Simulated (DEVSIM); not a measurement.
Structure: illuminated GaSb p-on-n cell, one wavelength, at 300 K.

```
layer (left to right)  material  thickness (μm)  Nd (cm⁻³)  Na (cm⁻³)   τn (s)   τp (s)  absorption coefficient (cm⁻¹)
---------------------  --------  --------------  ---------  ---------  -------  -------  -----------------------------
1                          GaSb           0.120          -     7.6e17  4.5e-10  4.3e-10                          78000
2                          GaSb           0.630     2.3e16          -   1.5e-9   1.5e-9                          78000
```

Left contact: ohmic, minority electron recombination velocity 50 cm/s. Right contact: ohmic, minority hole recombination velocity 1000 cm/s. Voltage is applied to the left contact. Recombination: SRH at mid-gap, radiative, Auger. Light enters at the left, 1.2e18 photons cm⁻² s⁻¹, one pass, no reflection. Mobility is μmin + (μ − μmin)/(1 + (N/Nref)^α).

Constants are typed, rounded textbook-type inputs, not results; the design itself was drawn at random and stands for no fabricated device. Values at 300 K.

| parameter | GaSb |
|---|---|
| gap (eV) | 0.726 |
| affinity (eV) | 4.06 |
| permittivity | 15.7 |
| Nc (cm⁻³) | 2.1e17 |
| Nv (cm⁻³) | 1.8e19 |
| μn (cm²/Vs) | 5000 |
| μp (cm²/Vs) | 850 |
| μn,min | 1000 |
| μp,min | 190 |
| Nref,n | 2.8e17 |
| Nref,p | 9e17 |
| αn | 1.05 |
| αp | 0.65 |
| B (cm³/s) | 1e-10 |
| Cn (cm⁶/s) | 5e-30 |
| Cp (cm⁶/s) | 5e-30 |

Simulated with DEVSIM: 1D drift-diffusion, Boltzmann statistics, complete ionisation; no tunnelling, impact ionisation, image-force lowering or self-heating.

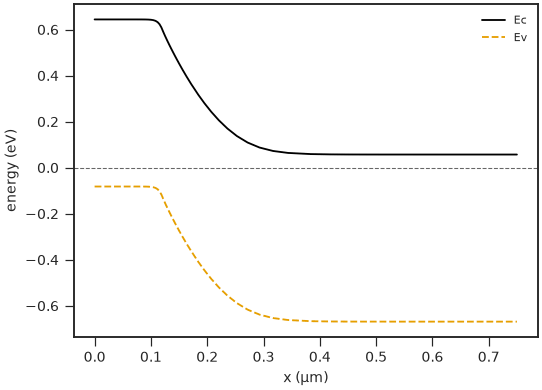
Figure: Band edges at zero bias, in the dark

Energies count from the Fermi level of the right contact; mesh points crowd at the junctions.

| x (μm) | Ec (eV) | Ev (eV) | n (cm⁻³) | p (cm⁻³) | field (V/cm) |
|---|---|---|---|---|---|
| 0.000 | 0.644 | -0.082 | 3200000 | 7.6e17 | ≈ 0 |
| 0.009926 | 0.644 | -0.082 | 3200000 | 7.6e17 | ≈ 0 |
| 0.02379 | 0.644 | -0.082 | 3200000 | 7.6e17 | ≈ 0 |
| 0.03945 | 0.644 | -0.082 | 3200000 | 7.6e17 | ≈ 0 |
| 0.06474 | 0.644 | -0.082 | 3200000 | 7.6e17 | ≈ 0 |
| 0.08532 | 0.644 | -0.082 | 3200000 | 7.6e17 | -180 |
| 0.1001 | 0.643 | -0.083 | 3300000 | 7.2e17 | -2600 |
| 0.1153 | 0.623 | -0.103 | 7100000 | 3.4e17 | -34000 |
| 0.1254 | 0.571 | -0.155 | 5.4e7 | 4.5e16 | -53000 |
| 0.1381 | 0.507 | -0.219 | 6.3e8 | 3.8e15 | -48000 |
| 0.1559 | 0.427 | -0.299 | 1.4e10 | 1.7e14 | -43000 |
| 0.1950 | 0.280 | -0.446 | 4.1e12 | 5.8e11 | -32000 |
| 0.2358 | 0.170 | -0.556 | 2.9e14 | 8.3e9 | -22000 |
| 0.2930 | 0.088 | -0.638 | 7.1e15 | 3.4e8 | -8200 |
| 0.4186 | 0.058 | -0.668 | 2.2e16 | 1.1e8 | -220 |
| 0.5140 | 0.057 | -0.669 | 2.3e16 | 1.0e8 | -10 |
| 0.5893 | 0.057 | -0.669 | 2.3e16 | 1.0e8 | ≈ 0 |
| 0.6479 | 0.057 | -0.669 | 2.3e16 | 1.0e8 | ≈ 0 |
| 0.6945 | 0.057 | -0.669 | 2.3e16 | 1.0e8 | ≈ 0 |
| 0.7179 | 0.057 | -0.669 | 2.3e16 | 1.0e8 | ≈ 0 |
| 0.7362 | 0.057 | -0.669 | 2.3e16 | 1.0e8 | ≈ 0 |
| 0.7500 | 0.057 | -0.669 | 2.3e16 | 1.0e8 | ≈ 0 |
